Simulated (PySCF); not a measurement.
# SnH4O2F4: geometry relaxation

The run: geometry relaxation of SnH4O2F4 (cis-Sn(H2O)2F4). Method and program: PBE0-D3(BJ)/def2-SVP geometry optimisation, gas phase (PySCF 2.14.0).

The run did not end well. It belongs to a series of runs on one base structure; here: cis, H2O.

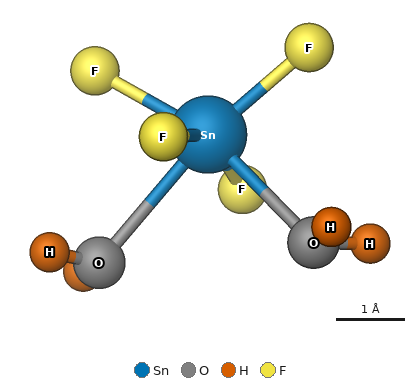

*The structure as given in the input (ball-and-stick view, seen at a tilt). Sticks mark near contacts.*

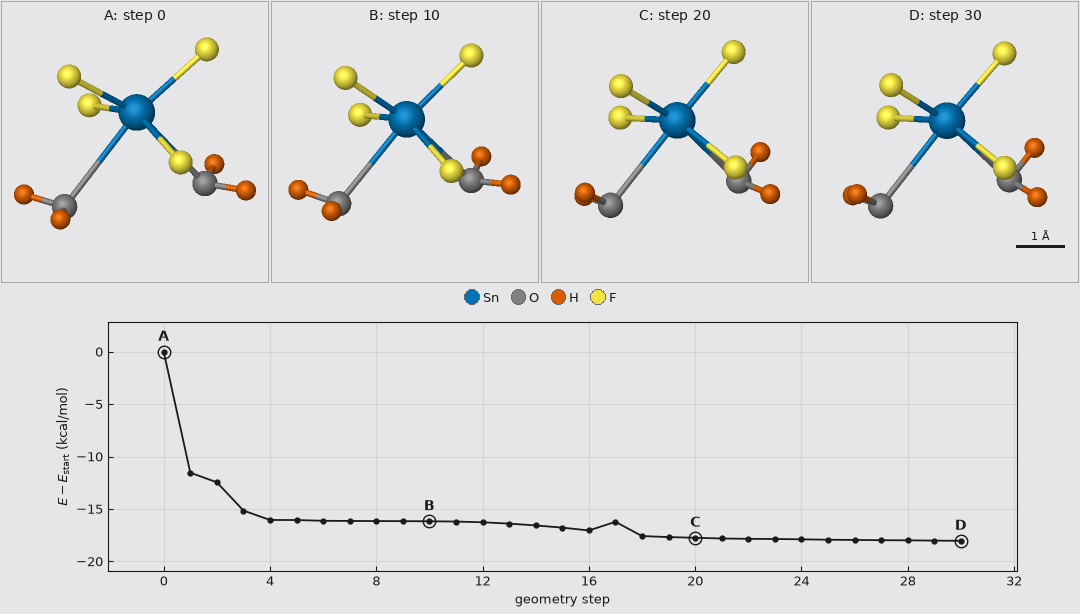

*Frames of the relaxation (ball-and-stick view, seen at a tilt) above the curves, on which the letters mark them (steps are counted from 0).*

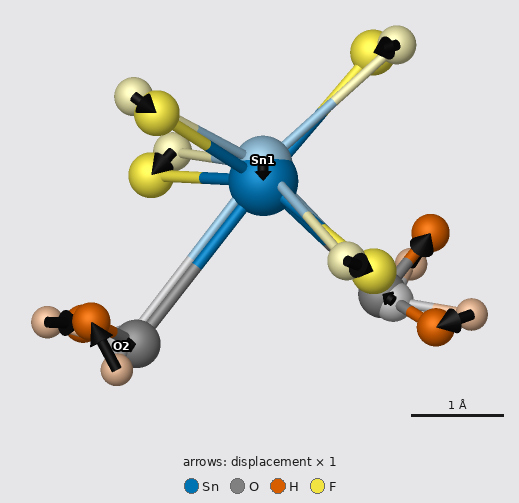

*Start (faint) and end (solid) with the displacements as black arrows, at true length (ball-and-stick view, seen at a tilt). The two geometries are laid on each other by the best rigid fit.*

The relaxation stopped without meeting its thresholds, so the last structure isn't shown to be converged. Over 30 geometry steps the energy falls by 18.0 kcal/mol. Largest force component: 3.3 eV/Å at the start, 0.035 eV/Å at the end. H4 moves most after the best rigid fit: 0.60 Å. By element the largest moves are H 0.60 Å, F 0.43 Å, Sn 0.17 Å, O 0.15 Å. Distances before and after: Sn1–O2 2.496 → 2.276 Å, Sn1–O6 2.448 → 2.274 Å, Sn1–F9 2.042 → 1.931 Å, Sn1–F10 2.030 → 1.946 Å. Among the angles that change: Sn1–O6–H7 113.2° → 96.6°, Sn1–O2–H3 106.6° → 95.6°, Sn1–O2–H4 112.2° → 102.1°. (Atoms are counted from 1 in the order of the input.)

The input and output of the run follow.

**Input file**
```
{"job": {"xc": "PBE0", "basis": "def2-SVP", "d3": "d3bj", "grid": 1, "maxiter": 30, "shake": 0.03, "kind": "geom"}, "charge": 0, "multiplicity": 1}
Sn    -0.564510    -0.077830    -0.612090
O     -0.501260    -0.014980     1.882090
H     -0.921320    -0.830260     2.189170
H     -0.912230     0.731900     2.221100
F     -0.243820    -0.024220    -2.583160
O      1.878290     0.029520    -0.490360
H      2.240500     0.819280    -0.887500
H      2.278900    -0.710790    -1.004330
F     -2.559240     0.005140    -0.181630
F     -0.297400     1.903170    -0.258210
F     -0.299850    -1.916420    -0.244190
```

The first line tells a small driver script what to run in PySCF; the rest is the geometry in Å.

Launched with:
```bash
OMP_NUM_THREADS=1 python <driver script> task.json out
```

**The program's output**
```
step   0  E = -765.67052447  max force = 0.063594
step   1  E = -765.68891118  max force = 0.025525
step   2  E = -765.69036998  max force = 0.016533
step   3  E = -765.69466995  max force = 0.007904
step   4  E = -765.69609756  max force = 0.002533
step   5  E = -765.69610999  max force = 0.003401
step   6  E = -765.69622225  max force = 0.000874
step   7  E = -765.69624736  max force = 0.000840
step   8  E = -765.69626475  max force = 0.000928
step   9  E = -765.69627511  max force = 0.000883
step  10  E = -765.69629664  max force = 0.000536
step  11  E = -765.69633959  max force = 0.000763
step  12  E = -765.69644883  max force = 0.001968
step  13  E = -765.69665032  max force = 0.003295
step  14  E = -765.69693054  max force = 0.004638
step  15  E = -765.69726144  max force = 0.006160
step  16  E = -765.69769235  max force = 0.006637
step  17  E = -765.69638008  max force = 0.015321
step  18  E = -765.69854513  max force = 0.002174
step  19  E = -765.69869853  max force = 0.001368
step  20  E = -765.69880494  max force = 0.001052
step  21  E = -765.69891168  max force = 0.000699
step  22  E = -765.69896591  max force = 0.000697
step  23  E = -765.69898842  max force = 0.000533
step  24  E = -765.69903940  max force = 0.002342
step  25  E = -765.69910302  max force = 0.001583
step  26  E = -765.69913428  max force = 0.000867
step  27  E = -765.69917283  max force = 0.000488
step  28  E = -765.69919090  max force = 0.000817
step  29  E = -765.69923391  max force = 0.000883
step  30  E = -765.69926933  max force = 0.000685
optimisation not converged
```

**Trajectory as extended XYZ (Å, eV, eV/Å), 19 of the 31 frames kept, from step=0 to step=30**
```
11
Properties=species:S:1:pos:R:3:forces:R:3 step=0 energy=-20834.95621
Sn   -0.5645   -0.0778   -0.6121   -1.4652   3.2701  -0.0905
O    -0.5013   -0.0150    1.8821    1.8527  -2.6981  -2.0593
H    -0.9213   -0.8303    2.1892   -0.1815   0.3627   0.0858
H    -0.9122    0.7319    2.2211   -1.5978   2.2311   1.0749
F    -0.2438   -0.0242   -2.5832   -0.2700  -0.1662   1.6350
O     1.8783    0.0295   -0.4904   -0.4015  -1.4359  -0.3005
H     2.2405    0.8193   -0.8875    0.0036   0.6953  -0.2183
H     2.2789   -0.7108   -1.0043   -0.4718   0.6170   0.5209
F    -2.5592    0.0051   -0.1816    2.1569  -0.2324  -0.6102
F    -0.2974    1.9032   -0.2582    0.0268  -2.0019  -0.2562
F    -0.2999   -1.9164   -0.2442    0.3479  -0.6418   0.2184
11
Properties=species:S:1:pos:R:3:forces:R:3 step=2 energy=-20835.49623
Sn   -0.5477    0.0034   -0.5146    0.3933  -0.1617   0.3571
O    -0.4715   -0.0510    1.7759   -0.1426   0.8502   0.4311
H    -0.9267   -0.8215    2.1386   -0.0276  -0.0963  -0.1218
H    -0.9181    0.7423    2.1471    0.3154  -0.6034  -0.3991
F    -0.2530    0.0027   -2.4084    0.0431  -0.0073  -0.2436
O     1.8272   -0.0290   -0.4440   -0.3524   0.7022   0.0644
H     2.1782    0.7709   -0.8679   -0.0670  -0.1517   0.0786
H     2.1609   -0.7699   -0.9595   -0.0790  -0.2720  -0.1193
F    -2.4226    0.0493   -0.1610   -0.6566  -0.3480  -0.1055
F    -0.4330    1.8858   -0.1531    0.5847   0.2915   0.1031
F    -0.1264   -1.8403   -0.1378   -0.0111  -0.2034  -0.0452
11
Properties=species:S:1:pos:R:3:forces:R:3 step=3 energy=-20835.61324
Sn   -0.5594   -0.0161   -0.5013    0.4064  -0.0518   0.1275
O    -0.4676   -0.0397    1.7726   -0.0539   0.2739   0.2839
H    -0.9204   -0.8177    2.1278    0.0178  -0.0330  -0.1160
H    -0.9168    0.7396    2.1426    0.1173  -0.1799  -0.1902
F    -0.2720   -0.0222   -2.4019   -0.0168  -0.0088  -0.1138
O     1.8005    0.0102   -0.4278   -0.2876   0.1660  -0.0001
H     2.1272    0.8157   -0.8550   -0.1046  -0.0236   0.0409
H     2.1478   -0.7281   -0.9443   -0.0617  -0.1047  -0.0320
F    -2.4485   -0.0013   -0.1668   -0.2848  -0.0797  -0.0915
F    -0.2583    1.8573   -0.1584    0.2050   0.1124   0.0800
F    -0.1842   -1.8758   -0.1409    0.0629  -0.0710   0.0114
11
Properties=species:S:1:pos:R:3:forces:R:3 step=5 energy=-20835.65242
Sn   -0.5373   -0.0185   -0.4740    0.0409   0.0468  -0.1633
O    -0.4457   -0.0314    1.7739    0.0133   0.0442   0.1749
H    -0.9018   -0.8188    2.1026   -0.0046  -0.0259  -0.0292
H    -0.9176    0.7418    2.1135   -0.0152   0.0184  -0.0018
F    -0.2703   -0.0269   -2.3867   -0.0373   0.0086   0.0720
O     1.7313    0.0106   -0.4031    0.0727  -0.0319  -0.0292
H     2.0215    0.8269   -0.8342   -0.0158   0.0270   0.0010
H     2.0635   -0.7284   -0.9329   -0.0161   0.0069   0.0058
F    -2.4445   -0.0214   -0.1877    0.0163   0.0089  -0.0377
F    -0.1620    1.8550   -0.1230   -0.0343  -0.0712   0.0056
F    -0.1550   -1.8828   -0.1135   -0.0198  -0.0318   0.0020
11
Properties=species:S:1:pos:R:3:forces:R:3 step=7 energy=-20835.65616
Sn   -0.5291   -0.0233   -0.4802   -0.0266  -0.0186   0.0432
O    -0.4444   -0.0240    1.7919    0.0277  -0.0191  -0.0052
H    -0.8995   -0.8188    2.1039   -0.0136   0.0013   0.0015
H    -0.9330    0.7430    2.1210   -0.0313   0.0051  -0.0042
F    -0.2716   -0.0249   -2.3899    0.0008  -0.0041  -0.0269
O     1.7433    0.0058   -0.4173    0.0066  -0.0134  -0.0024
H     2.0236    0.8284   -0.8441   -0.0022  -0.0052  -0.0037
H     2.0715   -0.7290   -0.9547    0.0039   0.0205  -0.0140
F    -2.4381   -0.0212   -0.2051    0.0229  -0.0031  -0.0111
F    -0.1626    1.8452   -0.1204    0.0154   0.0262   0.0078
F    -0.1586   -1.8891   -0.1149   -0.0037   0.0104   0.0150
11
Properties=species:S:1:pos:R:3:forces:R:3 step=8 energy=-20835.65663
Sn   -0.5179   -0.0234   -0.4727   -0.0417  -0.0122   0.0194
O    -0.4465   -0.0225    1.8022    0.0200  -0.0158  -0.0253
H    -0.9009   -0.8218    2.1043   -0.0085  -0.0011   0.0000
H    -0.9539    0.7385    2.1166   -0.0286   0.0104   0.0117
F    -0.2592   -0.0239   -2.3831   -0.0030  -0.0120  -0.0172
O     1.7550    0.0054   -0.4322   -0.0038  -0.0240   0.0378
H     2.0225    0.8338   -0.8556    0.0006   0.0044  -0.0084
H     2.0768   -0.7214   -0.9835    0.0163   0.0095  -0.0330
F    -2.4285   -0.0162   -0.2087    0.0213   0.0087  -0.0010
F    -0.1426    1.8420   -0.1100    0.0097   0.0477   0.0068
F    -0.1626   -1.8885   -0.0976    0.0177  -0.0156   0.0092
11
Properties=species:S:1:pos:R:3:forces:R:3 step=10 energy=-20835.65750
Sn   -0.4922   -0.0185   -0.4570   -0.0276   0.0022  -0.0229
O    -0.4577   -0.0158    1.8192   -0.0166   0.0227   0.0000
H    -0.8995   -0.8317    2.0967    0.0146  -0.0046  -0.0088
H    -1.0089    0.7230    2.1156    0.0033  -0.0177   0.0053
F    -0.2489   -0.0297   -2.3709    0.0044  -0.0162   0.0110
O     1.7845   -0.0007   -0.4561    0.0029  -0.0169   0.0119
H     2.0284    0.8426   -0.8651    0.0002   0.0205   0.0169
H     2.0923   -0.7025   -1.0471   -0.0032   0.0044  -0.0147
F    -2.4045    0.0034   -0.2030    0.0169   0.0149   0.0101
F    -0.0955    1.8459   -0.1023    0.0002  -0.0091  -0.0080
F    -0.1479   -1.8826   -0.0644    0.0048  -0.0002  -0.0008
11
Properties=species:S:1:pos:R:3:forces:R:3 step=12 energy=-20835.66164
Sn   -0.4776   -0.0046   -0.4506    0.0459  -0.0248  -0.0299
O    -0.4717   -0.0043    1.8235   -0.0026   0.0108   0.0604
H    -0.8671   -0.8525    2.0745    0.0380  -0.0157  -0.0178
H    -1.0750    0.6882    2.1295   -0.0020  -0.0080  -0.0170
F    -0.2493   -0.0602   -2.3660    0.0111   0.0100   0.0200
O     1.8045    0.0014   -0.4617    0.0363  -0.0502  -0.1012
H     2.0349    0.8651   -0.8373   -0.0246   0.0041   0.0645
H     2.1044   -0.6664   -1.0971   -0.0297   0.0410   0.0446
F    -2.3865    0.0545   -0.1880   -0.0367   0.0126  -0.0045
F    -0.0374    1.8535   -0.1184   -0.0196   0.0125  -0.0289
F    -0.1498   -1.8681   -0.0358   -0.0161   0.0076   0.0097
11
Properties=species:S:1:pos:R:3:forces:R:3 step=13 energy=-20835.66713
Sn   -0.4818    0.0115   -0.4552    0.1156  -0.0365   0.0204
O    -0.4771    0.0060    1.8191    0.0451  -0.0152   0.0766
H    -0.8143   -0.8724    2.0507    0.0448  -0.0275  -0.0199
H    -1.1217    0.6488    2.1461   -0.0358   0.0155  -0.0314
F    -0.2561   -0.0884   -2.3681    0.0110   0.0341   0.0019
O     1.8033    0.0084   -0.4492    0.0525  -0.0727  -0.1694
H     2.0326    0.8868   -0.7926   -0.0445  -0.0279   0.0831
H     2.1051   -0.6359   -1.1089   -0.0374   0.0780   0.0802
F    -2.3858    0.1100   -0.1783   -0.0768  -0.0022  -0.0231
F    -0.0097    1.8657   -0.1478   -0.0326   0.0353  -0.0431
F    -0.1663   -1.8523   -0.0242   -0.0419   0.0190   0.0248
11
Properties=species:S:1:pos:R:3:forces:R:3 step=15 energy=-20835.68375
Sn   -0.5277    0.0619   -0.4750    0.3168   0.0010   0.2028
O    -0.4723    0.0346    1.8059    0.2118  -0.0016  -0.0252
H    -0.6064   -0.9110    1.9742    0.0038  -0.0466  -0.0145
H    -1.2278    0.5049    2.1784   -0.1676   0.0373  -0.0115
F    -0.2827   -0.1469   -2.3724   -0.0027   0.0543  -0.0756
O     1.7570    0.0340   -0.3810    0.0501  -0.1180  -0.1887
H     1.9827    0.9430   -0.6416   -0.0669  -0.0950   0.0494
H     2.0808   -0.5591   -1.0784   -0.0206   0.1448   0.0956
F    -2.4120    0.2760   -0.1661   -0.1852  -0.0546  -0.0229
F     0.0076    1.9128   -0.2525   -0.0392   0.0572  -0.0573
F    -0.2482   -1.8053   -0.0042   -0.1003   0.0210   0.0479
11
Properties=species:S:1:pos:R:3:forces:R:3 step=17 energy=-20835.65977
Sn   -0.4606    0.0488   -0.3706   -0.2886   0.4384  -0.4743
O    -0.4856    0.1146    1.9165    0.0310  -0.1469  -0.3276
H    -0.4435   -0.8604    1.9786   -0.1095   0.1050   0.1507
H    -1.4218    0.3535    2.0295    0.0140  -0.0751   0.0850
F    -0.2131   -0.0592   -2.2851   -0.0958  -0.2713   0.0369
O     1.7972   -0.0351   -0.4602   -0.1383   0.0189   0.7878
H     1.8670    0.9104   -0.6499    0.1761   0.4172  -0.0719
H     2.0539   -0.4991   -1.2567    0.0839  -0.2696  -0.5674
F    -2.3688    0.3057   -0.1174    0.2545  -0.1074   0.1296
F     0.1050    1.9135   -0.3117    0.0973  -0.1061   0.1916
F    -0.3047   -1.8131    0.1709   -0.0246  -0.0029   0.0597
11
Properties=species:S:1:pos:R:3:forces:R:3 step=18 energy=-20835.71869
Sn   -0.4750    0.0750   -0.4040   -0.0357   0.1118  -0.0797
O    -0.4871    0.0890    1.8763    0.0258   0.0418  -0.0498
H    -0.4721   -0.8809    1.9673   -0.0246  -0.0087   0.0208
H    -1.4004    0.3598    2.0635   -0.0080  -0.0117   0.0111
F    -0.2732   -0.1486   -2.3083    0.0132  -0.0452  -0.0020
O     1.8013   -0.0042   -0.4311   -0.0384  -0.0114   0.0568
H     1.9255    0.9455   -0.6033    0.0433   0.0296   0.0364
H     2.0706   -0.4714   -1.2350   -0.0157   0.0024  -0.0497
F    -2.3685    0.3466   -0.1225    0.0554  -0.0398   0.0656
F     0.1259    1.9213   -0.2723    0.0058  -0.0118  -0.0072
F    -0.3076   -1.7864    0.1424   -0.0212  -0.0570  -0.0024
11
Properties=species:S:1:pos:R:3:forces:R:3 step=20 energy=-20835.72576
Sn   -0.5001    0.0732   -0.4213    0.0489  -0.0067  -0.0298
O    -0.4698    0.0942    1.8520   -0.0022  -0.0198   0.0541
H    -0.4515   -0.8743    1.9598    0.0099   0.0068  -0.0133
H    -1.3785    0.3605    2.0674    0.0111   0.0209  -0.0280
F    -0.2975   -0.1877   -2.3208    0.0094   0.0131   0.0149
O     1.7728   -0.0080   -0.3998    0.0115  -0.0334   0.0079
H     1.9304    0.9443   -0.5277   -0.0178  -0.0177   0.0095
H     2.0529   -0.4515   -1.2144   -0.0050   0.0224  -0.0136
F    -2.3824    0.3489   -0.0880   -0.0179  -0.0139   0.0182
F     0.1021    1.9211   -0.3037   -0.0199  -0.0083  -0.0272
F    -0.3390   -1.7957    0.1161   -0.0279   0.0366   0.0074
11
Properties=species:S:1:pos:R:3:forces:R:3 step=22 energy=-20835.73014
Sn   -0.5046    0.0580   -0.4174   -0.0307  -0.0359  -0.0143
O    -0.4486    0.1091    1.8593   -0.0115  -0.0033  -0.0117
H    -0.4414   -0.8600    1.9654    0.0007   0.0018   0.0038
H    -1.3670    0.3762    2.0328    0.0142   0.0094   0.0139
F    -0.3043   -0.2178   -2.3151    0.0008   0.0013   0.0135
O     1.7638   -0.0465   -0.4028    0.0301  -0.0137  -0.0106
H     1.9183    0.9127   -0.4726   -0.0127   0.0096   0.0039
H     2.0211   -0.4241   -1.2580   -0.0159  -0.0066   0.0017
F    -2.3801    0.3439   -0.0395    0.0164   0.0258  -0.0085
F     0.1051    1.9050   -0.3377    0.0030   0.0098   0.0008
F    -0.3941   -1.8065    0.1414    0.0056   0.0016   0.0075
11
Properties=species:S:1:pos:R:3:forces:R:3 step=23 energy=-20835.73075
Sn   -0.5048    0.0548   -0.4169   -0.0274  -0.0223   0.0153
O    -0.4456    0.1109    1.8602   -0.0001   0.0029  -0.0192
H    -0.4446   -0.8583    1.9658   -0.0023  -0.0023   0.0079
H    -1.3621    0.3842    2.0335    0.0088   0.0086   0.0154
F    -0.3024   -0.2253   -2.3131   -0.0016  -0.0055  -0.0066
O     1.7639   -0.0579   -0.4073    0.0241  -0.0041  -0.0096
H     1.9159    0.9024   -0.4701   -0.0092   0.0064   0.0044
H     2.0118   -0.4254   -1.2698   -0.0154  -0.0103   0.0012
F    -2.3775    0.3540   -0.0360    0.0116   0.0239  -0.0135
F     0.1126    1.9001   -0.3427    0.0057   0.0047   0.0025
F    -0.4067   -1.8083    0.1488    0.0058  -0.0020   0.0024
11
Properties=species:S:1:pos:R:3:forces:R:3 step=25 energy=-20835.73387
Sn   -0.5126    0.0361   -0.4181    0.0161   0.0295   0.0814
O    -0.4228    0.1150    1.8565    0.0229   0.0219  -0.0279
H    -0.4827   -0.8509    1.9724   -0.0044  -0.0071   0.0148
H    -1.3087    0.4569    2.0597   -0.0085  -0.0019   0.0131
F    -0.3004   -0.2662   -2.3097   -0.0129  -0.0227  -0.0378
O     1.7567   -0.1274   -0.4322   -0.0202   0.0184  -0.0069
H     1.9054    0.8355   -0.4815    0.0104  -0.0179  -0.0020
H     1.9529   -0.4704   -1.3184    0.0035  -0.0025  -0.0016
F    -2.3691    0.4143   -0.0408   -0.0138  -0.0035  -0.0177
F     0.1521    1.8678   -0.3600    0.0134  -0.0054  -0.0012
F    -0.4736   -1.8200    0.1759   -0.0065  -0.0088  -0.0143
11
Properties=species:S:1:pos:R:3:forces:R:3 step=27 energy=-20835.73577
Sn   -0.5227    0.0260   -0.4167    0.0077   0.0149  -0.0195
O    -0.4045    0.1254    1.8504   -0.0163  -0.0085   0.0149
H    -0.5077   -0.8341    1.9902    0.0135   0.0156  -0.0027
H    -1.2612    0.5175    2.0850    0.0087  -0.0010  -0.0044
F    -0.3352   -0.3037   -2.3093   -0.0036   0.0053   0.0130
O     1.7428   -0.1899   -0.4606   -0.0251   0.0036  -0.0009
H     1.9137    0.7691   -0.5100    0.0093  -0.0127  -0.0112
H     1.9096   -0.5347   -1.3523    0.0074   0.0042  -0.0021
F    -2.3701    0.4529   -0.0516   -0.0005  -0.0095   0.0049
F     0.1870    1.8420   -0.3709   -0.0018  -0.0140  -0.0035
F    -0.5227   -1.8263    0.1879    0.0007   0.0022   0.0115
11
Properties=species:S:1:pos:R:3:forces:R:3 step=28 energy=-20835.73626
Sn   -0.5241    0.0242   -0.4147   -0.0018  -0.0066  -0.0420
O    -0.4014    0.1308    1.8521   -0.0147  -0.0048   0.0150
H    -0.5087   -0.8273    1.9971    0.0133   0.0107  -0.0052
H    -1.2552    0.5283    2.0883    0.0085  -0.0010  -0.0055
F    -0.3495   -0.3111   -2.3079   -0.0030   0.0080   0.0204
O     1.7388   -0.2044   -0.4733   -0.0074  -0.0036  -0.0020
H     1.9191    0.7524   -0.5248    0.0054  -0.0031  -0.0081
H     1.8999   -0.5517   -1.3651    0.0012  -0.0008  -0.0003
F    -2.3704    0.4550   -0.0492   -0.0001  -0.0010   0.0114
F     0.1953    1.8358   -0.3752   -0.0063  -0.0015   0.0014
F    -0.5282   -1.8263    0.1951    0.0048   0.0037   0.0149
11
Properties=species:S:1:pos:R:3:forces:R:3 step=30 energy=-20835.73839
Sn   -0.5454    0.0140   -0.4036   -0.0352  -0.0317  -0.0294
O    -0.3750    0.1668    1.8612    0.0241   0.0170  -0.0122
H    -0.4829   -0.7868    2.0293   -0.0061  -0.0145  -0.0018
H    -1.2224    0.5743    2.1016   -0.0096  -0.0040   0.0016
F    -0.4491   -0.3526   -2.2961    0.0021  -0.0005   0.0081
O     1.7057   -0.2794   -0.5445    0.0335  -0.0029   0.0045
H     1.9377    0.6636   -0.6163   -0.0139   0.0192  -0.0064
H     1.8301   -0.6497   -1.4327   -0.0136  -0.0099  -0.0030
F    -2.3804    0.4657   -0.0055    0.0069   0.0141   0.0241
F     0.2084    1.8084   -0.4083    0.0005   0.0139   0.0103
F    -0.5529   -1.8227    0.2463    0.0114  -0.0006   0.0041
```

**What the run reported**

- outcome: not converged
- total energy: −765.699269 hartree
- dipole moment: 4.16 D
- point group: C2
- hardware: 1 CPU thread, shared host
- wall time: 4.6 min
- peak memory: 0.53 GiB

**Diagnosis**

The run did not converge. At least one of its steps failed, so the values that rest on that step are not results.
